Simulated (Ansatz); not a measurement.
In doubt: masses and optical values from hybrid runs of this build are listed as unsure (in some of the runs), which bears on the screening that GW takes from such a start.

System: MoS2 (P6_3/mmc).

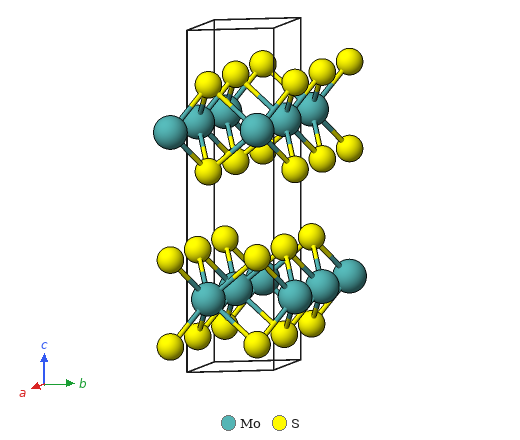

The structure (molybdenum teal, sulfur yellow). 3×2×1 cells are drawn.

The database entry behind the starting cell differs from later determinations by our own check (about 0.3 % long), so it need not match the best structure at ambient conditions.

```xyz
6
Lattice="3.1690 0.0000 0.0000 -1.5845 2.7444 0.0000 0.0000 0.0000 12.3240" Properties=species:S:1:pos:R:3 pbc="T T T"
Mo    0.0000    1.8296    3.0810
Mo    1.5845    0.9148    9.2430
S     0.0000    1.8296    7.6779
S     1.5845    0.9148    1.5159
S     0.0000    1.8296   10.8081
S     1.5845    0.9148    4.6461
```

The cell and positions come from the Crystallography Open Database and are kept as given unless a step says otherwise.

Gaps computed with Ansatz 0.2.0 without a self-energy: HSE06 1.44 eV.

Question: Estimate the G0W0@HSE06 gap with 9×9×2 mesh, 637 empty bands, screening to 190 eV, hard PAW files.

About 1.48 eV: on its mesh the run moves the gap from 1.51 eV by +0.04 eV, and the mesh misses the edges by 0.07 eV. Bands and cutoff are finite, so the gap is not at the basis limit. The miss can reach some tenths of an eV and take either sign; the mesh is an error of its own. The many-body steps are scalar-relativistic: spin-orbit coupling is not in them.

[Paths, hosts, dates, memory and timing lines, banners, echoed tables and standing remarks are left out of the program output.]

[Logs are printed without paths, hosts, clocks, repeated set-up lines and the standing remarks that a program may print on its own settings, such as how far it seeks lower states.]

[Runs of the session that timed out or met a known fault of the program may be left out.]

[Cells called generated may have been cut or substituted from an entry of the Crystallography Open Database or the Materials Project.]

[Hosts, paths, dates, database ids (printed as entryN), source tags and the programs' standing remarks are cut or masked in the printed files.]
